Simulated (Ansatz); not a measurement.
Start from MoSi$_{2}$ (space group I4/mmm, No. 139; a = 3.1740 Å, c = 7.7787 Å; relaxed with 0.1 eV smearing). Axes: x, y, z lie along a, b, c of the conventional cell.

Structures relaxed with LDA (Ansatz, a program for electronic structure; PAW; 420 eV plane waves; without spin-orbit coupling).

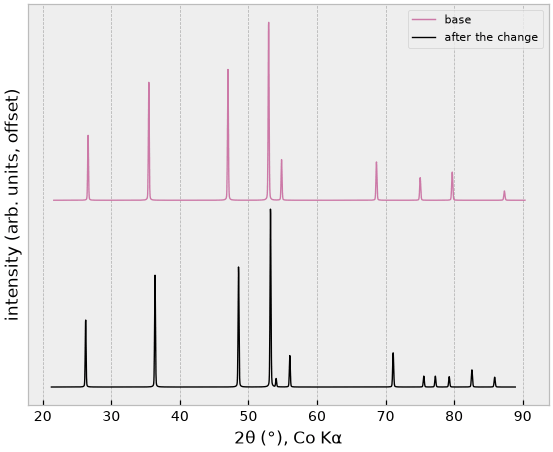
Simulated powder patterns before (top) and after one change

Problem. Which of these changes matches the shifts?
A) biaxial strain +0.50 %, plane normal [001], relaxed out of plane
B) biaxial strain −3.00 %, plane normal [001], relaxed out of plane
C) biaxial strain −2.00 %, plane normal [001], relaxed out of plane
D) biaxial strain −1.00 %, plane normal [001], relaxed out of plane

Solution. B, biaxial strain −3.00 %, plane normal [001], relaxed out of plane. Its volume per atom is 12.45 Å³ against 13.06 Å³, and its space group is I4/mmm (No. 139).

No phonon test of stability was made. All final runs are without spin polarisation.
